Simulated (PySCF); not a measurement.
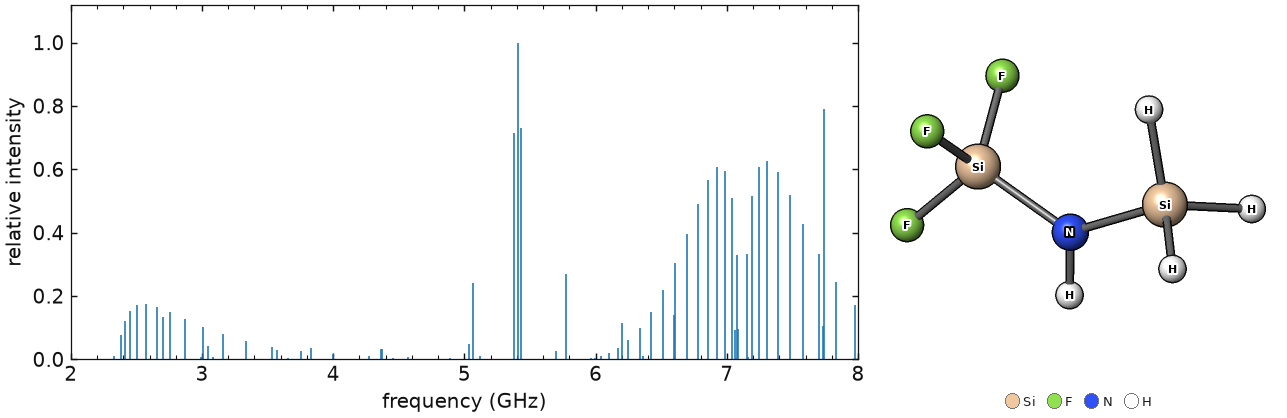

Si₂NH₄F₃. Simulated rotational absorption lines between 2 and 8 GHz at 3 K: rigid rotor with the equilibrium constants and dipole of one optimised conformer (PBE0-D3(BJ)/def2-SVP, PySCF 2.14.0), commonest isotopes; no centrifugal distortion, hyperfine structure, internal rotation or nuclear-spin weights; lines within 1 MHz of each other are summed.

What are the rotational constants, and what kind of rotor is it?

Rotational constants A, B, C = 3.723, 1.365, 1.339 GHz; Ray's κ = −0.98, a near-prolate asymmetric top.

Which dipole components drive the lines?

|μa|, |μb|, |μc| = 2.13, 1.54, 0.05 D; b-type lines carry 83 % of the intensity in this range.

Caveats: coarse grid, loose stop and no frequency check, small forces are noise and the end may be a saddle.
